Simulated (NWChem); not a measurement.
**One shape, several levels: SnH2 (SMILES [H][Sn][H])**

Wanted: a comparison of 3 runs (PBE0/def2-SVPD, MP2/def2-SVP, CCSD(T)/def2-SVPD) of SnH2. 

The calculation is run with NWChem 7.3.0.

## 1. The structure to begin with

The species is SnH2 (3 atoms), meant as a singlet with charge 0. SMILES: `[H][Sn][H]`. The shape comes from GFN2-xTB, which is rough for such elements, and wasn't checked as a minimum.

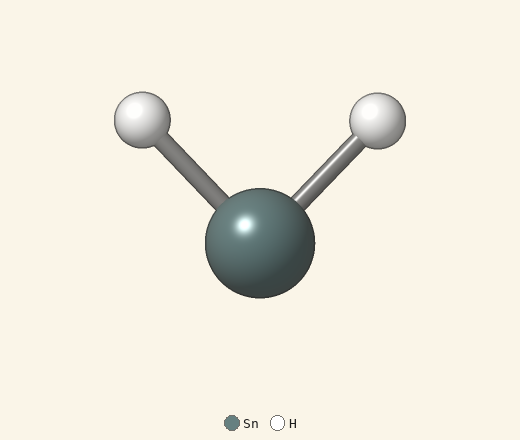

The structure, seen from a chosen angle (tin teal, hydrogen white).

## 2. Energy and gradient at PBE0/def2-SVPD (core potential) (run 1)

Input file run.py:

```python
from ase import Atoms
from ase.calculators.nwchem import NWChem

mol = Atoms(['Sn', 'H', 'H'], positions=[
    [0.005160, -0.008860, -0.870070],
    [1.236480, -0.017770, 0.442810],
    [-1.241640, 0.026630, 0.427260],
])

calc = NWChem(
    label='h2sn',
    theory='dft',
    memory='2200 mb',
    basis='def2-SVPD',
    basispar='spherical bse',
    dft={'xc': 'pbe0', 'mult': '1', 'grid': 'xfine', 'convergence': 'energy 1e-08', 'iterations': '100', 'mulliken': None},
    **{'ecp bse': {'Sn library': 'def2-SVPD'}},
)
mol.calc = calc

forces = mol.get_forces()
e = mol.get_potential_energy()
print(f"E = {e:.6f} eV")
print("forces (eV/A):")
for s, f in zip(mol.symbols, forces):
    print(f"{s:2s} {f[0]:10.5f} {f[1]:10.5f} {f[2]:10.5f}")
print("dipole (e A):", mol.get_dipole_moment().round(4))
```

On the command line:

```
$ export ASE_NWCHEM_COMMAND="nwchem PREFIX.nwi > PREFIX.nwo"
$ python run.py
```

The program printed:

```text
E = -5862.698245 eV
forces (eV/A):
Sn   -0.00057    0.00437    0.43524
H    -0.05343   -0.00123   -0.21901
H     0.05399   -0.00314   -0.21623
dipole (e A): [ 0.001  -0.0019 -0.1843]
```

The calculator wrote h2sn.nwi:

```
title "h2sn"

permanent_dir h2sn

scratch_dir h2sn

start h2sn

geometry units angstrom nocenter noautosym noautoz
  Sn 5.1599999999999997e-03 -8.8599999999999998e-03 -8.7007000000000001e-01
  H  1.2364800000000000e+00 -1.7770000000000001e-02 4.4280999999999998e-01
  H  -1.2416400000000001e+00 2.6630000000000001e-02 4.2725999999999997e-01
end

memory 2200 mb

basis spherical bse noprint
   * library def2-SVPD
end

dft
  xc pbe0
  mult 1
  grid xfine
  convergence energy 1e-08
  iterations 100
  mulliken
end
ecp bse
  Sn library def2-SVPD
end

task dft gradient
```

h2sn.nwo:

```text
Northwest Computational Chemistry Package (NWChem) 7.3.0
             --------------------------------------------------------

           Job information
           ---------------

    nwchem branch   = 7.3.0
    use scalapack   = T
    input           = h2sn.nwi
    prefix          = h2sn.
    data base       = h2sn/h2sn.db
    status          = startup
    nproc           =        1

           Memory information
           ------------------

[... 5 lines left out ...]
    hardfail = no
[... 88 lines left out ...]
  convergence criterion.
[... 40 lines left out ...]
          Spatial weights used:  Erf1
[... 32 lines left out ...]
 1-e energy   =    -403.138490
[... 41 lines left out ...]
           Coulomb energy =      193.752011284778
[... 412 lines left out ...]
          Convergence on density requested:  1.00D-05
[... 26 lines left out ...]
          total energy or number of iterations.
[... 34 lines left out ...]
                 ----------------------------------------
                 |  Time  |  1-e(secs)   |  2-e(secs)   |
                 ----------------------------------------
                 |  CPU   |       0.00   |       0.24   |
                 ----------------------------------------
                 |  WALL  |       0.00   |       0.24   |
                 ----------------------------------------

 Task  times  cpu:        3.2s     wall:        3.2s
 Total times  cpu:        3.2s     wall:        3.2s
```

Wall time 4.2 s (1 thread of AMD EPYC 9R45 (Zen 5), shared host); peak memory 0.12 GiB.

## 3. Energy and gradient at MP2/def2-SVP (core potential) (run 2)

Input file input.nw:

```
start input
memory 2200 mb
charge 0

geometry noautosym nocenter noautoz
 Sn     0.005160    -0.008860    -0.870070
 H      1.236480    -0.017770     0.442810
 H     -1.241640     0.026630     0.427260
end

basis spherical bse
 * library def2-SVP
end

ecp bse
 Sn library def2-SVP
end

scf
 thresh 1e-08
 maxiter 80
end

mp2
 freeze core 4
 tight
end

task mp2 gradient
```

On the command line:

```
$ nwchem input.nw > input.out
```

The program printed:

```text
[...]
  functions       =    36
[...]
  wavefunction    = RHF
[...]
         Total SCF energy =   -214.466630548660
      One-electron energy =   -403.404726426737
      Two-electron energy =    175.787869929458
 Nuclear repulsion energy =     13.150225948619
        Time for solution =      1.2s
[...]
          Total MP2 energy          -214.566288241257
[...]
                         mp2 ENERGY GRADIENTS
    atom               coordinates                        gradient
                 x          y          z           x          y          z
   1 Sn      0.009751  -0.016743  -1.644194    0.000054  -0.000159  -0.015698
   2 H       2.336608  -0.033580   0.836790    0.003160   0.000023   0.007889
   3 H      -2.346359   0.050323   0.807404   -0.003214   0.000136   0.007808
[...]
```

Run time: 3.6 s. Hardware: 1 thread of AMD EPYC 9R45 (Zen 5), shared host; peak memory 0.11 GiB.

## 4. The energy at CCSD(T)/def2-SVPD (core potential) (run 3)

Input file struct.nw:

```
start struct
title "H2Sn energy"
memory stack 880 mb heap 220 mb global 1100 mb

geometry units angstrom noautosym nocenter noautoz
 Sn    0.005160   -0.008860   -0.870070
 H     1.236480   -0.017770    0.442810
 H    -1.241640    0.026630    0.427260
end

basis spherical bse
 * library def2-SVPD
end

ecp bse
 Sn library def2-SVPD
end

scf
 singlet
 rhf
 thresh 1e-08
 maxiter 80
end

ccsd
 freeze core 4
 maxiter 60
end

task ccsd(t)
```

On the command line:

```
$ nwchem struct.nw > struct.out
```

The program printed:

```text
[...]
  functions       =    48
[...]
  wavefunction    = RHF
[...]
         Total SCF energy =   -214.467037377493
      One-electron energy =   -403.384920835460
      Two-electron energy =    175.767657509348
 Nuclear repulsion energy =     13.150225948619
        Time for solution =      1.7s
[...]
 Total MP2 energy:           -214.573772747008121
[...]
             energy      energy      error      ampl     ampl      Block
                                                time     time      time
[...]
 Total CCSD energy:           -214.599730981563340
[...]
 Total CCSD+T(CCSD) energy:           -214.603299075095663
[...]
 Total CCSD(T) energy:                -214.603173566345760
[...]
```

Run time: 7.8 s. Hardware: 1 thread of AMD EPYC 9R45 (Zen 5), shared host; peak memory 0.12 GiB.

## 5. The series

```
run                               level  core potential  integration grid  energy (Eh)  dipole moment (D)  HOMO energy (eV)  LUMO energy (eV)  wall time
  1     PBE0/def2-SVPD (core potential)       def2-SVPD             xfine  -215.450188               0.89             -6.70             -2.98      4.2 s
  2       MP2/def2-SVP (core potential)        def2-SVP                 –  -214.566288               0.70             -8.78             -0.12      3.6 s
  3  CCSD(T)/def2-SVPD (core potential)       def2-SVPD                 –  -214.603174                  –             -8.79             -0.12      7.8 s
```

## 6. What came out

| quantity | value |
| --- | --- |
| run 3: total energy | -214.60317 Eh |
| run 3: HOMO energy (Hartree–Fock orbitals) | -8.79 eV |
| run 3: LUMO energy (Hartree–Fock orbitals) | -0.12 eV |
| run 3: HOMO–LUMO gap (Hartree–Fock orbitals) | 8.67 eV |
| run 3: correlation energy (4 core orbitals frozen) | -136.1 mEh |
| run 3: (T) correction | -3.44 mEh |

All runs together took 16 s, the longest 7.8 s.
